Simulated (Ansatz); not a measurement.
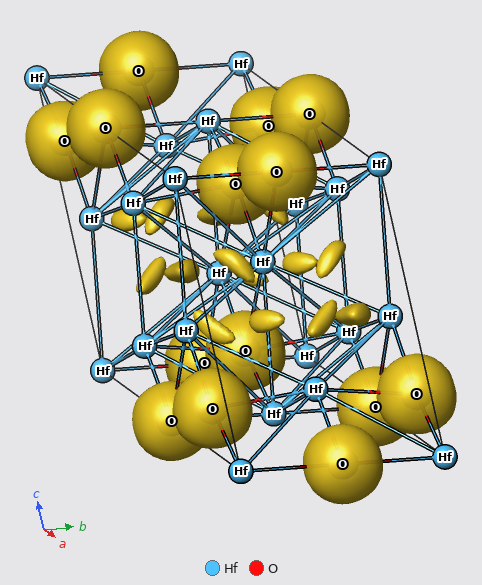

*Hf5O3. Isosurface of the ELF at 0.65 (yellow), seen slightly off an axis. Core shells and regions of very low density are left out. Sticks mark near contacts.*

Space group C2/m; a generated structure, not necessarily the stable one; computed pressure about −7 GPa in this cell.

Method: DFT PBEsol, scalar-relativistic, plane waves, PAW in Ansatz 0.2.0.

Core electrons are frozen (PAW), and the valence fields are smoothed inside the atomic spheres.

The calculation's input:

```
crystal:
  lattice:
    - [4.9157817366, -2.2600707255, -0.0307923565]
    - [4.9157817366, 2.2600707255, -0.0307923565]
    - [-4.6479755824, 0.0, 5.3387795487]
  atoms:
    - { symbol: Hf, position: [0.7995914713, 0.7995914713, 0.4114670088] }
    - { symbol: Hf, position: [0.4098788002, 0.4098788002, 0.2250033159] }
    - { symbol: Hf, position: [0.2004085287, 0.2004085287, 0.5885329912] }
    - { symbol: Hf, position: [0.5901211998, 0.5901211998, 0.7749966841] }
    - { symbol: Hf, position: [0.0, 0.0, 0.0] }
    - { symbol: O, position: [0.1233849242, 0.1233849242, 0.8283788397] }
    - { symbol: O, position: [0.5, 0.5, 0.0] }
    - { symbol: O, position: [0.8766150758, 0.8766150758, 0.1716211603] }
basis:
  ecutwfc: 420
kpoints:
  mp_grid: { grid: [8, 8, 6] }
  band_path:
    path:
      - [[0.0, 0.0, 0.0], [-0.34391967, 0.34391967, 0.0]]
      - [[-0.65608033, -0.34391967, 0.0], [-0.5, -0.5, 0.0], [0.0, 0.0, 0.0], [-0.5, -0.5, 0.5], [-0.7423513, -0.2576487, 0.5]]
      - [[-0.2576487, 0.2576487, 0.5], [0.0, 0.0, 0.5], [0.0, 0.0, 0.0]]
      - [[-0.5, 0.0, 0.5], [0.0, 0.0, 0.0], [-0.5, 0.0, 0.0]]
    npoints: 14
hamiltonian:
  xc: pbesol
scf:
  occupations: { method: gaussian, width: 0.1 }
  n_extra_bands: 20
output:
  forces: true
  stress: true
  eigenvalues: true
  populations: true
  dos: { projected: true, de: 0.02, nscf_kmesh: { grid: [10, 10, 8] } }
  bader: true
  write_density: true
  write_potential: true
  elf: true
  volumetric_format: npy
```

Command:

```sh
ansatz run input.yaml --threads 1 --pin off --max-ram 2560MiB --backend cpu --events-out ev --progress --plain --runs-dir out
```

Below, planes, directions and counts refer to the conventional cell (a = 9.83 Å, b = 4.52 Å, c = 7.08 Å, α = 90.00°, β = 131.40°, γ = 90.00°).

Question: Where are the electrons localised?

Answer: The ELF exceeds this value in six regions wrapped around O (the valence shell of each) and twelve pockets between the atoms, centred on no nucleus (multi-centre or interstitial), counted in one cell of 16 atoms. Any copies at cell faces, edges or corners count once. Along the contacts the grid gives the following. Hf–O (2.21 Å): the ELF peaks at about 0.85 in the valence shell of O, 0.6 Å from its nucleus, and drops to about 0.10 between the two atoms; no localised pair shows between them. Hf–Hf (3.03 Å): the ELF is about 0.30 at the midpoint.
